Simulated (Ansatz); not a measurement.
```xyz
16
Lattice="5.3303 0.0000 0.0000 0.0000 15.3229 0.0000 0.0000 0.0000 5.7670" Properties=species:S:1:pos:R:3 pbc="T T T"
Tl    0.0000    6.2973    1.4417
Tl    2.6651   13.9587    1.4417
Tl    0.0000    9.0256    4.3252
Tl    2.6651    1.3642    4.3252
Sb    0.0000    0.3892    1.4417
Sb    2.6651    8.0507    1.4417
Sb    0.0000   14.9337    4.3252
Sb    2.6651    7.2722    4.3252
Sb    0.0000   11.7283    1.4417
Sb    2.6651    4.0669    1.4417
Sb    0.0000    3.5946    4.3252
Sb    2.6651   11.2560    4.3252
As    0.0000    3.0617    1.4417
As    2.6651   10.7231    1.4417
As    0.0000   12.2612    4.3252
As    2.6651    4.5998    4.3252
```

Space group Cmcm; a structure from a database of computed crystals, not necessarily the ambient phase; started from the YSi2Ni-63 prototype, which need not be the ambient phase.

All numbers below come from Ansatz 0.2.0, DFT, r2SCAN+rVV10, plane waves, PAW.

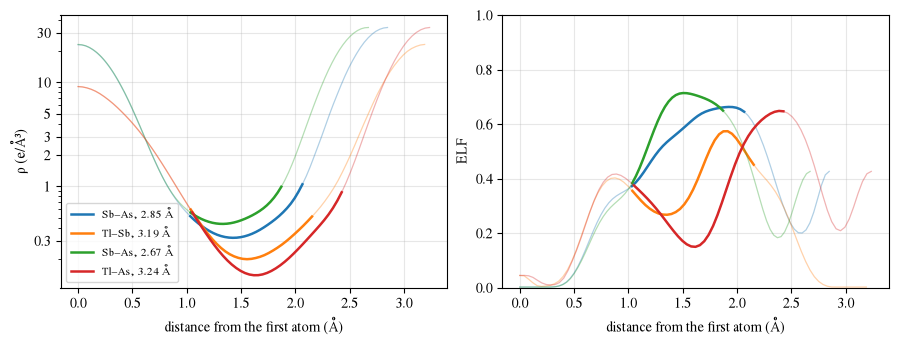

TlSb2As. Valence charge density (pseudo) and ELF along straight lines between neighbouring atoms. Thin, pale parts lie inside the atomic spheres.

Core electrons are frozen (PAW), and the valence fields are smoothed inside the atomic spheres.

Compare the contacts.

Answer. Sb–As (2.85 Å): ρ at the midpoint is about 0.32 e/Å³; the ELF is about 0.55 at the midpoint.
Tl–Sb (3.19 Å): the density is about 0.2 e/Å³ at the midpoint; the ELF is about 0.35 at the midpoint; no shared electron pair shows on this line.
Sb–As (2.67 Å): ρ at the midpoint is about 0.43 e/Å³; the ELF peaks at about 0.70 between the atoms.
Tl–As (3.24 Å): the density is about 0.14 e/Å³ at the midpoint; the ELF is about 0.15 at the midpoint.
